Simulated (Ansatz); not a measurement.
# H2BrO2−: molecular dynamics

Aim: follow the atoms for 30 steps of 0.5 fs with a Langevin thermostat, with velocities drawn for 500 K.

Method: PBE0-D4/def2-SVPD; program: Ansatz 0.2.0, Gaussian basis.

## Step 1: The starting structure

The start, a pair relaxed at PBE0-D4: 5 atoms, charge -1, spin multiplicity 1.

Atoms are counted from 1 here; the program's logs count them from 0.

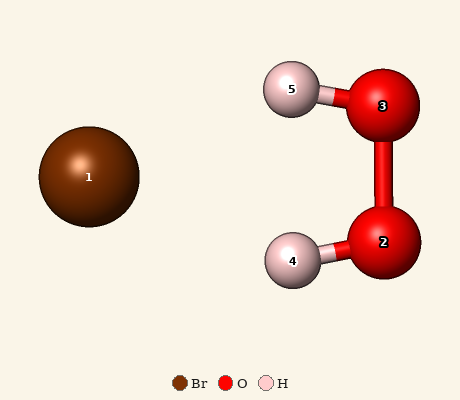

Start geometry, drawn with bromine brown, oxygen red, hydrogen pink; atoms are numbered from 1 in the order of the file.

Coordinates:

```xyz
5
BrH2O2
Br    0.04905    0.69491   -1.99028
O    -0.70937   -0.12647    1.00961
O     0.66192   -0.54104    0.89868
H    -0.86072    0.24625    0.11057
H     0.85902   -0.27375   -0.02858
```

## Step 2: The run

Contents of md/in.yaml:

```yaml
crystal:
  periodic: [false, false, false]
  atoms:
    - {symbol: Br, position_ang: [0.049051, 0.694910, -1.990280]}
    - {symbol: O, position_ang: [-0.709370, -0.126470, 1.009611]}
    - {symbol: O, position_ang: [0.661922, -0.541044, 0.898676]}
    - {symbol: H, position_ang: [-0.860723, 0.246249, 0.110571]}
    - {symbol: H, position_ang: [0.859019, -0.273746, -0.028579]}
basis:
  gaussian: {orbitals: def2-SVPD}
total_charge: -1
hamiltonian: {xc: pbe0, dispersion: d4}
md: {n_steps: 30, timestep: 0.5, temperature: 500, ensemble: nvt_langevin, seed: 714, friction: 0.01, initial_velocities: maxwell_boltzmann}
```

Started as:

```sh
$ ansatz run in.yaml --threads 2 --pin off --events-out ev --progress --plain --max-ram 5222MiB
```

Log:

```text
Functional definition: PBE0
  name "PBE0"
  cite "Adamo & Barone, J. Chem. Phys. 110, 6158 (1999) doi:10.1063/1.478522"
  cite "Perdew, Burke & Ernzerhof, Phys. Rev. Lett. 77, 3865 (1996) doi:10.1103/PhysRevLett.77.3865"
  parent pbe
  parameter a = 0.25
  parameter kappa = 0.804
  parameter beta = 0.06672455060314922
  exchange = (1 - a)*pbe_x(kappa = kappa, mu = beta*pi^2/3) + a*exact_x
  correlation = pbe_c(beta = beta)
1039 factors; integrals over basis functions are off by at most 5.2e-4 eV
mean field evaluation 1: about -74148.8033 eV, gradient 2.0e1 eV
mean field evaluation 2: about -74149.1079 eV, gradient 1.5e1 eV
mean field evaluation 4: about -74149.6506 eV, gradient 7.2e-1 eV
mean field evaluation 8: about -74149.6667 eV, gradient 6.1e-3 eV
mean field -74149.66670678 eV, -2724.9499910250 hartree, gradient 3.2e-5 eV, S^2 0.000000; 0 other end points of the search recorded, 0 dependent functions left out
the calculation of the forces begins
reference -74149.66673566 eV, -2724.9499920861 hartree; 27, 27 occupied and 76, 76 virtual orbitals, 1039 factors
md step     0: t =     0.00 fs  T =   400.0 K  F+E_penalty+E_count = -74149.71947629 eV  E_kin = 0.258520 eV  (25 SCF iters)
these checks for a lower state are left out or cut short: starts, cluster_reference, orbital_swaps, neighbouring_geometries, increment
1039 factors; integrals over basis functions are off by at most 4.9e-4 eV
mean field evaluation 16: about -74149.6488 eV, gradient 6.0e-3 eV
mean field -74149.66341364 eV, -2724.9498700041 hartree, gradient 1.2e-5 eV, S^2 0.000000; 0 other end points of the search recorded, 0 dependent functions left out
the calculation of the forces begins
reference -74149.66344252 eV, -2724.9498710655 hartree; 27, 27 occupied and 76, 76 virtual orbitals, 1039 factors
md step     1: t =     0.50 fs  T =   391.0 K  F+E_penalty+E_count = -74149.71620203 eV  E_kin = 0.252735 eV  (30 SCF iters)
these checks for a lower state are left out or cut short: starts, cluster_reference, orbital_swaps, neighbouring_geometries, increment
1039 factors; integrals over basis functions are off by at most 4.7e-4 eV
mean field -74149.65270662 eV, -2724.9494765284 hartree, gradient 1.3e-5 eV, S^2 0.000000; 0 other end points of the search recorded, 0 dependent functions left out
the calculation of the forces begins
reference -74149.65273550 eV, -2724.9494775900 hartree; 27, 27 occupied and 76, 76 virtual orbitals, 1039 factors
md step     2: t =     1.00 fs  T =   359.3 K  F+E_penalty+E_count = -74149.70552035 eV  E_kin = 0.232238 eV  (30 SCF iters)
[... from here on, the SCF cycles and remarks between the steps are left out ...]
md step     3: t =     1.50 fs  T =   376.6 K  F+E_penalty+E_count = -74149.68882514 eV  E_kin = 0.243398 eV  (30 SCF iters)
md step     4: t =     2.00 fs  T =   321.8 K  F+E_penalty+E_count = -74149.66955553 eV  E_kin = 0.208009 eV  (30 SCF iters)
md step     5: t =     2.50 fs  T =   303.1 K  F+E_penalty+E_count = -74149.65372969 eV  E_kin = 0.195924 eV  (30 SCF iters)
md step     6: t =     3.00 fs  T =   304.8 K  F+E_penalty+E_count = -74149.64469738 eV  E_kin = 0.196968 eV  (31 SCF iters)
md step     7: t =     3.50 fs  T =   301.3 K  F+E_penalty+E_count = -74149.64332043 eV  E_kin = 0.194743 eV  (30 SCF iters)
md step     8: t =     4.00 fs  T =   342.7 K  F+E_penalty+E_count = -74149.64822341 eV  E_kin = 0.221491 eV  (30 SCF iters)
md step     9: t =     4.50 fs  T =   360.6 K  F+E_penalty+E_count = -74149.65611844 eV  E_kin = 0.233085 eV  (30 SCF iters)
md step    10: t =     5.00 fs  T =   374.7 K  F+E_penalty+E_count = -74149.66211368 eV  E_kin = 0.242177 eV  (29 SCF iters)
md step    11: t =     5.50 fs  T =   358.3 K  F+E_penalty+E_count = -74149.65970174 eV  E_kin = 0.231568 eV  (30 SCF iters)
md step    12: t =     6.00 fs  T =   315.9 K  F+E_penalty+E_count = -74149.64772267 eV  E_kin = 0.204137 eV  (30 SCF iters)
md step    13: t =     6.50 fs  T =   296.3 K  F+E_penalty+E_count = -74149.63162157 eV  E_kin = 0.191493 eV  (30 SCF iters)
md step    14: t =     7.00 fs  T =   289.7 K  F+E_penalty+E_count = -74149.61792119 eV  E_kin = 0.187210 eV  (31 SCF iters)
md step    15: t =     7.50 fs  T =   264.9 K  F+E_penalty+E_count = -74149.61083791 eV  E_kin = 0.171184 eV  (30 SCF iters)
md step    16: t =     8.00 fs  T =   220.4 K  F+E_penalty+E_count = -74149.60950491 eV  E_kin = 0.142461 eV  (25 SCF iters)
md step    17: t =     8.50 fs  T =   219.6 K  F+E_penalty+E_count = -74149.61272984 eV  E_kin = 0.141958 eV  (31 SCF iters)
md step    18: t =     9.00 fs  T =   225.7 K  F+E_penalty+E_count = -74149.61716395 eV  E_kin = 0.145900 eV  (31 SCF iters)
md step    19: t =     9.50 fs  T =   236.1 K  F+E_penalty+E_count = -74149.61786672 eV  E_kin = 0.152596 eV  (31 SCF iters)
md step    20: t =    10.00 fs  T =   227.9 K  F+E_penalty+E_count = -74149.61254712 eV  E_kin = 0.147278 eV  (31 SCF iters)
md step    21: t =    10.50 fs  T =   224.7 K  F+E_penalty+E_count = -74149.60348030 eV  E_kin = 0.145228 eV  (31 SCF iters)
md step    22: t =    11.00 fs  T =   206.9 K  F+E_penalty+E_count = -74149.59409980 eV  E_kin = 0.133746 eV  (30 SCF iters)
md step    23: t =    11.50 fs  T =   204.7 K  F+E_penalty+E_count = -74149.58758599 eV  E_kin = 0.132268 eV  (31 SCF iters)
md step    24: t =    12.00 fs  T =   242.3 K  F+E_penalty+E_count = -74149.58632497 eV  E_kin = 0.156590 eV  (30 SCF iters)
md step    25: t =    12.50 fs  T =   249.5 K  F+E_penalty+E_count = -74149.58988962 eV  E_kin = 0.161268 eV  (31 SCF iters)
md step    26: t =    13.00 fs  T =   271.2 K  F+E_penalty+E_count = -74149.59507826 eV  E_kin = 0.175280 eV  (30 SCF iters)
md step    27: t =    13.50 fs  T =   260.4 K  F+E_penalty+E_count = -74149.60044851 eV  E_kin = 0.168269 eV  (31 SCF iters)
md step    28: t =    14.00 fs  T =   272.2 K  F+E_penalty+E_count = -74149.60581514 eV  E_kin = 0.175941 eV  (31 SCF iters)
md step    29: t =    14.50 fs  T =   259.2 K  F+E_penalty+E_count = -74149.61080178 eV  E_kin = 0.167551 eV  (31 SCF iters)
these checks for a lower state are left out or cut short: starts, cluster_reference, orbital_swaps, neighbouring_geometries, increment
1039 factors; integrals over basis functions are off by at most 5.1e-4 eV
mean field -74149.56212710 eV, -2724.9461477926 hartree, gradient 9.6e-6 eV, S^2 0.000000; 0 other end points of the search recorded, 0 dependent functions left out
the calculation of the forces begins
reference -74149.56215620 eV, -2724.9461488619 hartree; 27, 27 occupied and 76, 76 virtual orbitals, 1039 factors
1039 factors; integrals over basis functions are off by at most 5.1e-4 eV
mean field -74149.56212710 eV, -2724.9461477926 hartree, gradient 9.6e-6 eV, S^2 0.000000; 1 other end points of the search recorded, 0 dependent functions left out
the calculation of the forces begins
reference -74149.56215620 eV, -2724.9461488619 hartree; 27, 27 occupied and 76, 76 virtual orbitals, 1039 factors
md step    30: t =    15.00 fs  T =   252.0 K  F+E_penalty+E_count = -74149.61487056 eV  E_kin = 0.162848 eV  (26 SCF iters)
Total energy: -74149.61489966 eV, -2724.9480871483 hartree
Atom 0 at     0.068653     0.702693    -1.976542 Å, force    -0.014790     0.177497     0.057197 eV/Å
Atom 1 at    -0.721092    -0.248456     0.991395 Å, force     0.847725     0.422931    -0.639386 eV/Å
Atom 2 at     0.713080    -0.485171     0.908253 Å, force    -0.858777    -0.660305     1.489598 eV/Å
Atom 3 at    -0.840649     0.250124     0.133795 Å, force    -0.157638    -0.484630     0.310933 eV/Å
Atom 4 at     0.958820     0.052550     0.158293 Å, force     0.183480     0.544507    -1.218341 eV/Å
Dipole moment:     0.025101     0.120492    -0.062349 e Å
```

It took 68 s on 2 threads of Arm Neoverse V1, shared host.

## Step 3: The trajectory

Step by step:

| time (fs) | T (K) | potential (meV) | potential + kinetic (meV) | O2–H4 (Å) | O3–H5 (Å) | O2–O3 (Å) |
| --- | --- | --- | --- | --- | --- | --- |
| 0.00 | 400 | 0.0 | 0.0 | 0.985 | 0.985 | 1.437 |
| 0.50 | 391 | 3.3 | -2.5 | 0.994 | 0.992 | 1.438 |
| 1.00 | 359 | 14.0 | -12.3 | 1.004 | 0.999 | 1.440 |
| 1.50 | 377 | 30.7 | 15.5 | 1.013 | 1.004 | 1.441 |
| 2.00 | 322 | 49.9 | -0.6 | 1.021 | 1.009 | 1.442 |
| 2.50 | 303 | 65.7 | 3.1 | 1.027 | 1.011 | 1.444 |
| 3.00 | 305 | 74.8 | 13.2 | 1.028 | 1.011 | 1.447 |
| 3.50 | 301 | 76.2 | 12.4 | 1.026 | 1.009 | 1.449 |
| 4.00 | 343 | 71.3 | 34.2 | 1.020 | 1.005 | 1.452 |
| 4.50 | 361 | 63.4 | 37.9 | 1.011 | 0.998 | 1.454 |
| 5.00 | 375 | 57.4 | 41.0 | 1.000 | 0.989 | 1.457 |
| 5.50 | 358 | 59.8 | 32.8 | 0.988 | 0.978 | 1.459 |
| 6.00 | 316 | 71.8 | 17.4 | 0.976 | 0.968 | 1.460 |
| 6.50 | 296 | 87.9 | 20.8 | 0.966 | 0.963 | 1.462 |
| 7.00 | 290 | 101.6 | 30.2 | 0.959 | 0.962 | 1.464 |
| 7.50 | 265 | 108.6 | 21.3 | 0.954 | 0.966 | 1.465 |
| 8.00 | 220 | 110.0 | -6.1 | 0.953 | 0.973 | 1.466 |
| 8.50 | 220 | 106.7 | -9.8 | 0.955 | 0.982 | 1.466 |
| 9.00 | 226 | 102.3 | -10.3 | 0.963 | 0.991 | 1.466 |
| 9.50 | 236 | 101.6 | -4.3 | 0.972 | 1.001 | 1.466 |
| 10.00 | 228 | 106.9 | -4.3 | 0.983 | 1.009 | 1.465 |
| 10.50 | 225 | 116.0 | 2.7 | 0.994 | 1.014 | 1.464 |
| 11.00 | 207 | 125.4 | 0.6 | 1.004 | 1.017 | 1.463 |
| 11.50 | 205 | 131.9 | 5.6 | 1.012 | 1.016 | 1.461 |
| 12.00 | 242 | 133.2 | 31.2 | 1.018 | 1.012 | 1.460 |
| 12.50 | 250 | 129.6 | 32.3 | 1.022 | 1.003 | 1.459 |
| 13.00 | 271 | 124.4 | 41.2 | 1.024 | 0.994 | 1.458 |
| 13.50 | 260 | 119.0 | 28.8 | 1.024 | 0.983 | 1.458 |
| 14.00 | 272 | 113.7 | 31.1 | 1.019 | 0.972 | 1.457 |
| 14.50 | 259 | 108.7 | 17.7 | 1.011 | 0.961 | 1.457 |
| 15.00 | 252 | 104.6 | 8.9 | 0.999 | 0.955 | 1.456 |

Energies count from the start.

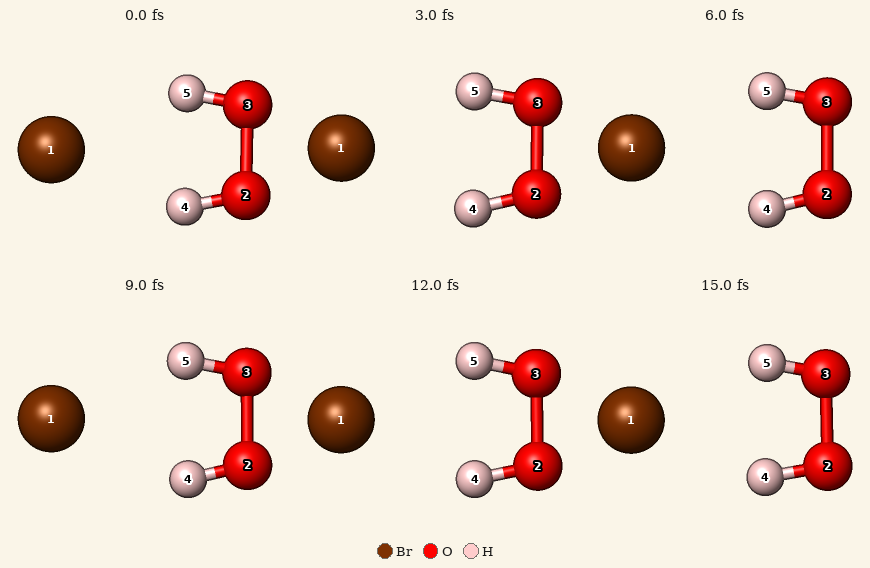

Six frames.

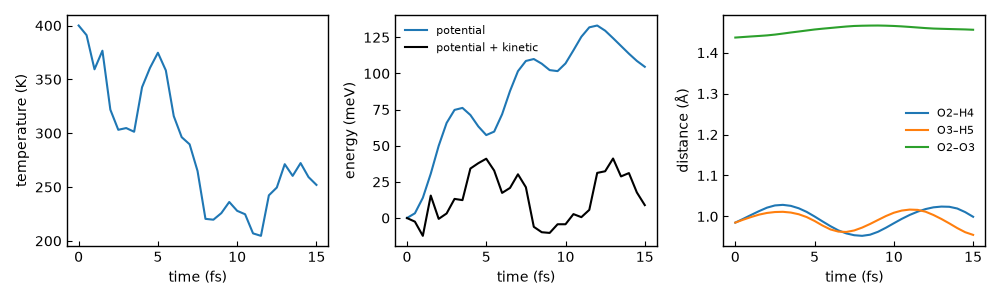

Temperature, energies and the distances followed.

Positions (Å) and forces (eV/Å) at 6.00 fs:

```xyz
5

Br    0.053    0.698   -1.988    0.009    0.136    0.031
O    -0.727   -0.178    1.002    0.654   -0.366    0.656
O     0.686   -0.529    0.897   -1.151    0.143    0.596
H    -0.908    0.300    0.169    0.306   -0.070   -0.499
H     0.913   -0.067    0.078    0.182    0.157   -0.784
```

Positions (Å) and forces (eV/Å) at 15.00 fs:

```xyz
5

Br    0.069    0.703   -1.977   -0.015    0.177    0.057
O    -0.721   -0.248    0.991    0.848    0.423   -0.639
O     0.713   -0.485    0.908   -0.859   -0.660    1.490
H    -0.841    0.250    0.134   -0.158   -0.485    0.311
H     0.959    0.053    0.158    0.183    0.545   -1.218
```

## Step 4: Results

```
                                                 quantity              value
                                                   length  30 steps, 15.0 fs
                                 temperature at the start              400 K
                            mean temperature, second half              240 K
lowest and highest potential energy, from the first frame      0 and 133 meV
                    largest change of potential + kinetic           41.2 meV
```

In words: The thermostat trades energy with the molecule, so the sum of potential and kinetic energy isn't conserved: it changes by +9 meV over the run. The mean temperature of the second half is still well below the 500 K set. The instant temperature ranges from 205 to 400 K, as energy passes between motion and strain. The molecule keeps its bonds. Under Langevin the temperature counts 3N degrees of freedom, more than the drawn velocities fill, so it starts at 400 K, not 500 K.
